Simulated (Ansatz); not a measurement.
**CH₆SeSi₂: reading failed and doubtful runs**

Aim: try 3 inputs for CH₆SeSi₂ as typed, read how each ends, and find what has to change.

The runs use Ansatz 0.2.0, Gaussian basis; the settings change from run to run.

## (1) The molecule

The geometry comes from an earlier relaxation with PBE0-D4 in a triple-zeta def2 set; it is a stationary point, not always the lowest conformer.

SMILES `C1[SiH2][Se][SiH2]1`, 10 atoms, charge 0, spin multiplicity 1.

Atoms are counted from 1 here; the program's logs count them from 0.

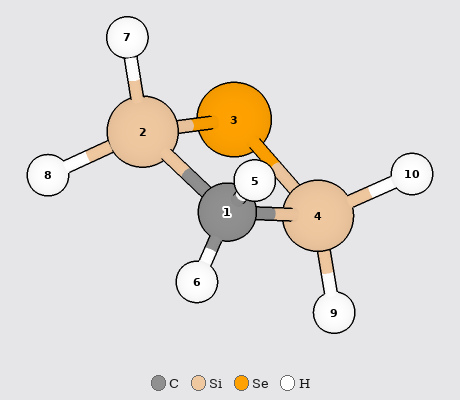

The geometry (carbon grey, silicon light orange, selenium orange, hydrogen white); atoms are numbered from 1 in the order of the file.

## (2) Try 1

Input file in.yaml:

```yaml
crystal:
  periodic: [false, false, false]
  atoms:
    - {symbol: C, position_ang: [-0.564248, 0.431492, -0.592477]}
    - {symbol: Si, position_ang: [-0.247743, -1.386782, -0.226904]}
    - {symbol: Se, position_ang: [1.334002, -1.023925, 1.394416]}
    - {symbol: Si, position_ang: [0.688111, 1.053348, 0.666434]}
    - {symbol: H, position_ang: [-0.323042, 0.714531, -1.618356]}
    - {symbol: H, position_ang: [-1.586539, 0.742471, -0.370883]}
    - {symbol: H, position_ang: [0.298715, -2.149306, -1.379377]}
    - {symbol: H, position_ang: [-1.431080, -2.114894, 0.300188]}
    - {symbol: H, position_ang: [0.096836, 1.869132, 1.758750]}
    - {symbol: H, position_ang: [1.818286, 1.812733, 0.071208]}
basis:
  gaussian: {orbitals: cc-pVTZ-DK, nuclear_model: gaussian}
total_charge: 4
hamiltonian: {xc: {name: r2SCAN50}, dispersion: d3bj}
```

Started as:

```
> ansatz run in.yaml --threads 4 --pin off --events-out ev --progress --plain --max-ram 10444MiB
```

Log:

```text
Warning: the engine holds no damping parameters fitted to this dispersion correction and functional, so the run takes those fitted to r2scan50 beside the three-body term, which d3bj leaves out (hamiltonian.dispersion, under Limitations)
Functional definition: r2SCAN50
  name "r2SCAN50"
  cite "Bursch, Neugebauer, Ehlert & Grimme, J. Chem. Phys. 156, 134105 (2022) doi:10.1063/5.0086040"
  cite "Furness, Kaplan, Ning, Perdew & Sun, J. Phys. Chem. Lett. 11, 8208 (2020) doi:10.1021/acs.jpclett.0c02405"
  cite "Furness, Kaplan, Ning, Perdew & Sun, J. Phys. Chem. Lett. 11, 9248 (2020) doi:10.1021/acs.jpclett.0c03077"
  parent r2scan
  parameter a = 0.5
  parameter k0 = 0.174
  parameter k1 = 0.065
  parameter a1 = 4.9479
  exchange = (1 - a)*r2scan_x(k0 = k0, k1 = k1, a1 = a1) + a*exact_x
  correlation = r2scan_c
1631 factors; their error is unknown
mean field evaluation 1: about -82937.3264 eV, gradient 1.0e2 eV
mean field evaluation 2: about -82862.4832 eV, gradient 1.3e2 eV
mean field evaluation 4: about -82952.8703 eV, gradient 5.1e1 eV
mean field evaluation 8: about -82964.2039 eV, gradient 3.9e0 eV
mean field evaluation 16: about -82964.7654 eV, gradient 5.7e0 eV
mean field -82967.34289702 eV, -3048.9936141807 hartree, gradient 2.5e-5 eV, S^2 0.000000; 0 other end points of the search recorded, 0 dependent functions left out
reference -82967.34290506 eV, -3048.9936144761 hartree; 35, 35 occupied and 190, 190 virtual orbitals, 1631 factors
Total energy: -82967.45656345 eV, -3048.9977913447 hartree
Relativity: scalar
```

Run time: 7 s. Hardware: 4 threads of AMD EPYC 7B13, shared host; peak memory 0.61 GiB.

Diagnosis: It ended without an error, which proves nothing about the input. The charge is far from anything that the molecule holds. It asks for charge +4; the species has 0. Its energy belongs to another ion. Fix: type the charge that the molecule really has.

## (3) Try 2

Input file in.yaml:

```yaml
crystal:
  periodic: [false, false, false]
  atoms:
    - {symbol: C, position_ang: [-0.564248, 0.431492, -0.592477]}
    - {symbol: Si, position_ang: [-0.247743, -1.386782, -0.226904]}
    - {symbol: Se, position_ang: [1.334002, -1.023925, 1.394416]}
    - {symbol: Si, position_ang: [0.688111, 1.053348, 0.666434]}
    - {symbol: H, position_ang: [-0.323042, 0.714531, -1.618356]}
    - {symbol: H, position_ang: [-1.586539, 0.742471, -0.370883]}
    - {symbol: H, position_ang: [0.298715, -2.149306, -1.379377]}
    - {symbol: H, position_ang: [-1.431080, -2.114894, 0.300188]}
    - {symbol: H, position_ang: [0.096836, 1.869132, 1.758750]}
    - {symbol: H, position_ang: [1.818286, 1.812733, 0.071208]}
basis:
  gaussian: {orbitals: def2-TZVPPP, final_grid: {core_spheres: 5, valence_spheres: 4, degree: 11}}
total_charge: 1
magnetization: {spin_polarized: true, initial_magnetization: 1}
hamiltonian: {xc: {name: r2SCAN}, dispersion: d3bj}
scf: {lower_state_search: light}
output: {forces: true}
```

Launched as before.

Log:

```text
Error: <dir> can't be read: No such file or directory (os error 2)
```

It took 0.05 s on 4 threads of AMD EPYC 7B13, shared host.

Diagnosis: The program refused the input before any cycle. The line that matters: «<dir> can't be read: No such file or directory (os error 2)» The program finds no basis under the name given. Fix: name a listed orbital basis. The input also asks for charge 1 and multiplicity 2, not those of the species named; set them back first.

## (4) Try 3

Input file in.yaml:

```yaml
crystal:
  periodic: [false, false, false]
  atoms:
    - {symbol: C, position_ang: [-0.564248, 0.431492, -0.592477]}
    - {symbol: Si, position_ang: [-0.247743, -1.386782, -0.226904]}
    - {symbol: Se, position_ang: [1.334002, -1.023925, 1.394416]}
    - {symbol: Si, position_ang: [0.688111, 1.053348, 0.666434]}
    - {symbol: H, position_ang: [-0.323042, 0.714531, -1.618356]}
    - {symbol: H, position_ang: [-1.586539, 0.742471, -0.370883]}
    - {symbol: H, position_ang: [0.298715, -2.149306, -1.379377]}
    - {symbol: H, position_ang: [-1.431080, -2.114894, 0.300188]}
    - {symbol: H, position_ang: [0.096836, 1.869132, 1.758750]}
    - {symbol: H, position_ang: [1.818286, 1.812733, 0.071208]}
basis:
  gaussian: {orbitals: cc-pVTZ}
hamiltonian: {xc: {name: HF}}
correlation: {method: mp2, frozen_orbitals: {C: 0}}
accuracy: high
scf: {lower_state_search: light}
output: {forces: true}
```

Same command.

Log:

```text
Functional definition: HF
  name "HF"
  cite "Fock, Z. Phys. 61, 126 (1930) doi:10.1007/BF01340294"
  parent pbe
  exchange = exact_x
  correlation = 0
Error: "frozen_orbitals" has no count for Si
```

Wall time 0.05 s (4 threads of AMD EPYC 7B13, shared host).

What is wrong: Refused before any calculation. Frozen orbitals are typed for one element alone, and the program wants a count for each. Cure: leave frozen_orbitals out, or give every element a count that its core really has.

## (5) Summary

| try | level | ended | cause | time |
| --- | --- | --- | --- | --- |
| 1 | r2SCAN50/cc-pVTZ-DK | converged | the charge is far from anything that the molecule holds | 7 s |
| 2 | r2SCAN/def2-TZVPPP | refused | the program finds no basis under the name given | 0.05 s |
| 3 | MP2/cc-pVTZ | refused | frozen orbitals are typed for one element alone, and the program wants a count for each | 0.05 s |

**Reading.** 1 converged, 2 refused. A refusal costs next to no computing time. The dangerous case is the input that converges on a wrong geometry, charge, spin, basis or grid: often only a look at the input shows it.
